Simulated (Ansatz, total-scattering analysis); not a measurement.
## A molecular-dynamics model of ethanol and its diffraction

Aim: the structure of ethanol at 300 K, and the X-ray and neutron patterns it would give.

Method: ab initio molecular dynamics with Ansatz (revPBE-D3(BJ), plane waves, PAW default files, Langevin thermostat, no spin, fixed volume, H with the mass of D). Composition: 12 ethanol; C 22.2, O 11.1, H 66.7 atom %; 108 atoms. The average runs over 0.65 ps of 108 atoms, so shells between rare elements are rough. Mean temperature 292 K, largest m.s.d. 1.34 Å², energy drift +1 meV an atom (last third less first, no steady trend), Langevin friction 10 ps⁻¹; the first quarter of the run is discarded. Start: last frame of a classical run of this cell at the same density and temperature. So short a stretch relaxes bonds and nearest shells but still remembers its start.

## The run

The step of 1 fs has to resolve the fastest vibration, that of H (given the mass of D, which leaves classical structure unchanged and allows a longer step). The volume is fixed, since the run is too short for a cell to find its own; the mean pressure then hints how far the functional is from its own density, with errors up to a few GPa from cell size, k-points and loose SCF steps (the program warns of the last). One k-point, Γ, is the usual economy for a cell of this size. Smeared occupations keep the forces smooth should levels come near the Fermi energy. A dispersion term is added because semilocal functionals bind large anions and molecules too weakly, which shows as excess pressure at a given density. A Langevin thermostat samples the right structure once equilibrated, but its friction lowers diffusion.

The input, input.yaml:

```yaml
crystal:
  lattice:
    - [10.5133, 0.0, 0.0]
    - [0.0, 10.5133, 0.0]
    - [0.0, 0.0, 10.5133]
  atoms:
    - { symbol: C, position: [0.9855, 0.6299, 0.93] }
    - { symbol: C, position: [0.1089, 0.5697, 0.8951] }
    - { symbol: O, position: [0.2044, 0.6029, 0.9863] }
    - { symbol: H, position: [0.9902, 0.7331, 0.913] }
[... 102 atom lines left out ...]
    - { symbol: H, position: [0.7154, 0.0251, 0.4647] }
    - { symbol: H, position: [0.6342, 0.0263, 0.276] }
kpoints:
  mp_grid: { grid: [1, 1, 1] }
scf:
  occupations: { method: fermi_dirac, width: 0.0259 }
hamiltonian:
  xc: revpbe
  pseudopotentials: { kind: paw }
  dispersion: d3bj
output:
  forces: true
  stress: true
md:
  timestep: 1.0
  n_steps: 858
  ensemble: nvt_langevin
  temperature: 300.0
  initial_velocities: maxwell_boltzmann
  seed: 7
  masses: [{ species: H, mass: 2.014 }]
```

```console
$ ansatz run input.yaml --threads 4 --pin off --max-ram 10240MiB --backend cpu --events-out ev --progress --plain --runs-dir out
```

```text
Warning: md: disabling space-group detection — thermal motion breaks the input geometry's symmetry, so no spatial operation reduces the k-mesh or symmetrises the density; time reversal is kept, so that k and −k are [...]
Warning: output.stress: scf.convergence.dr2_threshold = 1e-7 eV (the SCF's general default) is looser than the 1.08e-8 eV advised for a printed stress (1e-10 eV for each atom of the cell: 108). What an SCF threshold [...]
Warning: RAYON_NUM_THREADS=4 ignored (pool sized by the plan → 4); use --threads N
Engine: ansatz 0.2.0, aarch64-unknown-linux-gnu
Pseudopotential: C, paw, valence charge 4, recommended cutoff 420 eV (normal), C.paw.azcp
Pseudopotential: O, paw, valence charge 6, recommended cutoff 420 eV (normal), O.paw.azcp
Pseudopotential: H, paw, valence charge 1, recommended cutoff 420 eV (normal), H.paw.azcp
Functional definition: revPBE
Crystal: 108 atoms, lattice volume = 1162.030 Å³
Basis set: ecut = 420 eV, 22743 PW (Γ), exchange–correlation on 144×144×144 points (8 copies of the dense FFT grid, shifted against one another)
Bands: 228, of which v1, the nominal top of the filled ones, is band 120 counted from 1 (119 counted from 0)
k-points: 1
[... other set-up lines, SCF lines and steps between those shown are left out ...]
md step     0: t =     0.00 fs  T =   297.2 K  F+E_penalty+E_count = -14034.72976754 eV  E_kin = 4.149246 eV  P_inst = 2.9556 GPa  (9 SCF iters)
md step     1: t =     1.00 fs  T =   285.5 K  F+E_penalty+E_count = -14034.67122206 eV  E_kin = 3.986045 eV  P_inst = 2.7902 GPa  (8 SCF iters, 3 dispersion substeps)
md step    34: t =    34.00 fs  T =   326.0 K  F+E_penalty+E_count = -14034.96683632 eV  E_kin = 4.550288 eV  P_inst = 1.2313 GPa  (7 SCF iters, 3 dispersion substeps)
md step    68: t =    68.00 fs  T =   338.6 K  F+E_penalty+E_count = -14035.59471298 eV  E_kin = 4.726274 eV  P_inst = 0.5522 GPa  (6 SCF iters, 3 dispersion substeps)
md step   102: t =   102.00 fs  T =   326.5 K  F+E_penalty+E_count = -14036.17636869 eV  E_kin = 4.558561 eV  P_inst = -0.3191 GPa  (6 SCF iters, 3 dispersion substeps)
md step   136: t =   136.00 fs  T =   339.9 K  F+E_penalty+E_count = -14036.36428227 eV  E_kin = 4.744640 eV  P_inst = 0.3452 GPa  (6 SCF iters, 3 dispersion substeps)
md step   170: t =   170.00 fs  T =   299.9 K  F+E_penalty+E_count = -14035.84824330 eV  E_kin = 4.186927 eV  P_inst = -0.1461 GPa  (8 SCF iters, 3 dispersion substeps)
md step   204: t =   204.00 fs  T =   322.1 K  F+E_penalty+E_count = -14036.29344549 eV  E_kin = 4.496964 eV  P_inst = 0.2625 GPa  (6 SCF iters, 3 dispersion substeps)
md step   238: t =   238.00 fs  T =   327.2 K  F+E_penalty+E_count = -14036.33599948 eV  E_kin = 4.567605 eV  P_inst = -0.1969 GPa  (6 SCF iters, 3 dispersion substeps)
md step   272: t =   272.00 fs  T =   264.1 K  F+E_penalty+E_count = -14036.24953432 eV  E_kin = 3.687134 eV  P_inst = 0.1289 GPa  (6 SCF iters, 3 dispersion substeps)
md step   306: t =   306.00 fs  T =   263.3 K  F+E_penalty+E_count = -14036.62424304 eV  E_kin = 3.675554 eV  P_inst = -0.0903 GPa  (6 SCF iters, 3 dispersion substeps)
md step   340: t =   340.00 fs  T =   271.7 K  F+E_penalty+E_count = -14036.37185941 eV  E_kin = 3.793226 eV  P_inst = -0.2814 GPa  (8 SCF iters, 3 dispersion substeps)
md step   374: t =   374.00 fs  T =   243.1 K  F+E_penalty+E_count = -14036.06209765 eV  E_kin = 3.393049 eV  P_inst = -0.3702 GPa  (6 SCF iters, 3 dispersion substeps)
md step   408: t =   408.00 fs  T =   294.2 K  F+E_penalty+E_count = -14036.59342593 eV  E_kin = 4.106512 eV  P_inst = -0.1090 GPa  (6 SCF iters, 3 dispersion substeps)
md step   442: t =   442.00 fs  T =   324.8 K  F+E_penalty+E_count = -14036.49215376 eV  E_kin = 4.533640 eV  P_inst = -0.6202 GPa  (7 SCF iters, 3 dispersion substeps)
md step   476: t =   476.00 fs  T =   320.2 K  F+E_penalty+E_count = -14036.45599498 eV  E_kin = 4.470233 eV  P_inst = -0.1734 GPa  (7 SCF iters, 3 dispersion substeps)
md step   510: t =   510.00 fs  T =   332.5 K  F+E_penalty+E_count = -14036.73219891 eV  E_kin = 4.641107 eV  P_inst = -1.1865 GPa  (8 SCF iters, 3 dispersion substeps)
md step   544: t =   544.00 fs  T =   264.1 K  F+E_penalty+E_count = -14036.16515220 eV  E_kin = 3.686208 eV  P_inst = -0.5600 GPa  (7 SCF iters, 3 dispersion substeps)
md step   578: t =   578.00 fs  T =   271.5 K  F+E_penalty+E_count = -14036.44629858 eV  E_kin = 3.790740 eV  P_inst = -0.0787 GPa  (6 SCF iters, 3 dispersion substeps)
md step   612: t =   612.00 fs  T =   323.0 K  F+E_penalty+E_count = -14036.28341823 eV  E_kin = 4.509069 eV  P_inst = 0.0388 GPa  (6 SCF iters, 3 dispersion substeps)
md step   646: t =   646.00 fs  T =   277.3 K  F+E_penalty+E_count = -14035.72913621 eV  E_kin = 3.871562 eV  P_inst = 0.5118 GPa  (6 SCF iters, 3 dispersion substeps)
md step   680: t =   680.00 fs  T =   287.5 K  F+E_penalty+E_count = -14035.92031455 eV  E_kin = 4.013560 eV  P_inst = 0.5161 GPa  (8 SCF iters, 3 dispersion substeps)
md step   714: t =   714.00 fs  T =   262.5 K  F+E_penalty+E_count = -14036.13756312 eV  E_kin = 3.664619 eV  P_inst = -0.1042 GPa  (7 SCF iters, 3 dispersion substeps)
md step   748: t =   748.00 fs  T =   281.8 K  F+E_penalty+E_count = -14036.30796098 eV  E_kin = 3.933268 eV  P_inst = -0.5496 GPa  (7 SCF iters, 3 dispersion substeps)
md step   782: t =   782.00 fs  T =   284.5 K  F+E_penalty+E_count = -14036.33687347 eV  E_kin = 3.971543 eV  P_inst = 0.0432 GPa  (6 SCF iters, 3 dispersion substeps)
md step   816: t =   816.00 fs  T =   289.0 K  F+E_penalty+E_count = -14036.52280060 eV  E_kin = 4.034937 eV  P_inst = 0.6112 GPa  (6 SCF iters, 3 dispersion substeps)
md step   850: t =   850.00 fs  T =   273.0 K  F+E_penalty+E_count = -14036.56634194 eV  E_kin = 3.810841 eV  P_inst = 0.1236 GPa  (8 SCF iters, 3 dispersion substeps)
[... last step's energies and forces left out ...]
--- MD trajectory: 858 steps, t = 0.0 → 858.0 fs ---
  final state: T = 273.9 K   F+E_penalty+E_count = -14036.56271856 eV   E_kin = 3.824348 eV
```

Time and hardware: 43 min on 4 threads of Arm Neoverse V2, on a shared host, peak memory 1.3 GiB.

## Analysis

The totals are in Faber–Ziman form. Below 4 Å⁻¹ the partials are summed on the cell's own reciprocal vectors (from 0.60 Å⁻¹) and folded with a Gaussian of σ = 0.13 Å⁻¹; above it they are transforms of g(r) out to 7.1 Å, tapered over the last 40 %. The fold lowers sharp peaks, and with so few vectors their positions are good to about 0.1 Å⁻¹. X-rays take neutral-atom form factors, neutrons coherent lengths (C 6.6472, O 5.8037, H 6.6681 fm). Hydrogen is taken as deuterium. G(r) = 4πrρ₀[g(r) − 1] carries the resolution of a Lorch-windowed transform up to 20 Å⁻¹. The patterns are simulated, not measured. The cell is small: beyond half the box only the part of each shell inside it is counted, and low-Q values rest on few vectors. It is averaged over 129 frames.

| T (K) | state | density (g/cm³) | first clear X-ray maximum (Å⁻¹) | its height (X-ray) | first clear neutron maximum (Å⁻¹) | its height (neutron) | O–O (Å) | O around O | held | D over the elements, rough (10⁻⁹ m²/s) |
| --- | --- | --- | --- | --- | --- | --- | --- | --- | --- | --- |
| 300 | liquid | 0.790 | 1.50 | 3.23 | 1.48 | 2.22 | 2.80 | 2.04 | volume, 0.1 GPa mean | - |

X-ray S(Q):

```
Q (Å⁻¹)  300 K
    0.8  -0.18
    1.1   0.92
    1.4   2.88
    1.7   1.88
    2.0   1.03
    2.3   0.65
    2.6   0.77
    2.9   0.68
    3.2   0.69
    3.5   0.59
    3.8   0.65
    4.1   0.66
    4.4   0.80
    4.7   1.04
    5.0   1.27
    5.3   1.40
    5.6   1.42
    5.9   1.31
    6.2   1.09
    6.5   0.88
    6.8   0.76
    7.1   0.73
    7.4   0.76
    7.7   0.82
    8.0   0.88
    8.3   0.94
    8.6   1.04
    8.9   1.16
```

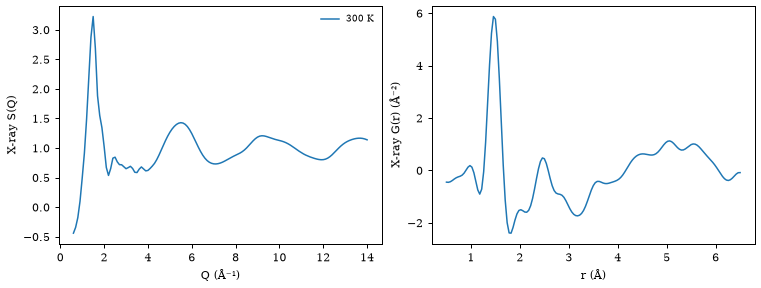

S(Q) and G(r) at each stop.

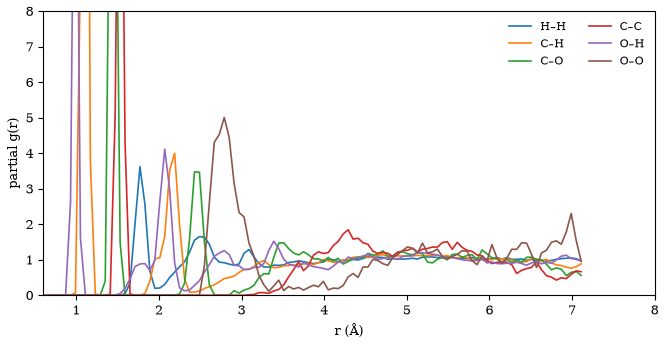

Partial pair functions at the last stop.

At 300 K the maxima of S(Q), Q in Å⁻¹ (height), are X-ray: 1.50 (3.23), 2.46 (0.86), 5.51 (1.43), 9.22 (1.21); neutron: 1.48 (2.22), 2.91 (0.97), 7.23 (1.16), 12.65 (1.10). Its shells:

```
pair  first peak (Å)  g there  first minimum (Å)  g there                neighbours               kind  X-ray weight (f = Z)  neutron weight
 O–H            0.98     15.8               1.26     0.00  1.0 H per O, 0.2 O per H   within molecules                  0.14            0.13
 C–H            1.10     29.0               1.40     0.00  2.5 H per C, 0.8 C per H   within molecules                  0.21            0.30
 C–O            1.44     18.3               1.86     0.00  0.5 O per C, 1.0 C per O   within molecules                  0.28            0.04
 C–C            1.53     17.5               1.96     0.00                       1.0   within molecules                  0.21            0.05
 H–H            1.78      3.5               2.02     0.29                       1.4   within molecules                  0.05            0.46
 O–O            2.80      4.9               3.72     0.19                       2.0  between molecules                  0.09            0.01
```

The tapered transform alone would put 2.73 at the X-ray maximum of 1.50 Å⁻¹, where the reciprocal vectors give 3.23: a cut in r lowers sharp peaks, which is why the direct sum is used there.

**Reading.** Distances within molecules give the sharpest pair functions, and with hydrogen they rule the neutron S(Q) at high Q: O–H 0.98 Å, C–H 1.10 Å, C–O 1.44 Å, C–C 1.53 Å and H–H 1.78 Å (first peaks only). Between molecules or ions, shells with a clear end include O–O at 2.80 Å (2.0 O per O). On the last frame 92 % of the H on O, N or F point at an acceptor of another molecule or at an anion within hydrogen-bond range (2.35 Å to O, N, F; 2.85 Å to Cl, Br, I).

[Logs are printed without paths, hosts, clocks, repeated set-up lines and the standing remarks that a program may print on its own settings, such as how far it seeks lower states.]
